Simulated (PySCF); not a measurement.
System: C₇H₉Cl.

The calculation's input:

```
{"job": {"kind": "uv", "xc": "wB97X-D", "basis": "def2-SVPD", "nstates": 8, "ntriplets": 3}, "charge": 0, "multiplicity": 1}
C      2.058842    -0.405843     0.339534
C      0.589645    -0.188731     0.650614
C     -0.375040    -0.889996    -0.329993
C     -1.764019    -0.541171     0.226050
C     -1.453281     0.877850    -0.208483
C     -0.420235     0.402084    -1.194875
C      0.027901     1.091630     0.057858
Cl     0.712428     2.675502     0.243902
H      2.670695     0.297460     0.899783
H      2.353643    -1.416589     0.612640
H      2.246731    -0.258442    -0.721351
H      0.396811    -0.353260     1.714298
H     -0.145443    -1.884140    -0.694468
H     -2.573589    -0.974703    -0.357170
H     -1.930542    -0.726822     1.287233
H     -2.138190     1.703085    -0.300399
H     -0.263355     0.604115    -2.235081
```

Command:

```sh
OMP_NUM_THREADS=1 python probes_run.py task.json out
```

Geometry: GFN2-xTB.

The calculation used wB97X-D/def2-SVPD, SCF density, gas phase (PySCF).

Question: Predict the electron density and electron localisation function between the atoms.

Answer: C–C (1.52 Å): the density is about 1.6 e/Å³ at the midpoint; the ELF peaks at about 0.90 between the atoms (a shared electron pair).
C–Cl (1.74 Å): the density is about 1.4 e/Å³ at the midpoint; the ELF peaks at about 0.90 between the atoms (a covalent bond).
C–H (1.09 Å): the density is about 1.9 e/Å³ at the midpoint; the ELF climbs to about 1 towards the hydrogen, as it does in any bond to H: an ordinary covalent bond to hydrogen.
C–C (1.52 Å): the density is about 1.6 e/Å³ at the midpoint; the ELF peaks at about 0.90 between the atoms; localised, covalent bonding.

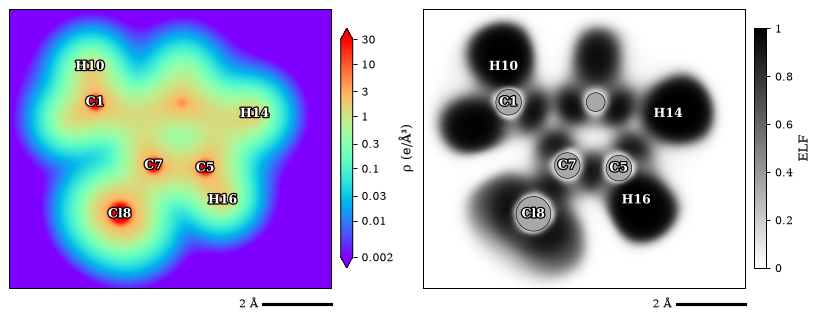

Computed electron density and electron localisation function on the plane of atoms C7, C5 and H16, in this order. Grey discs cover the atomic cores in the ELF map. 
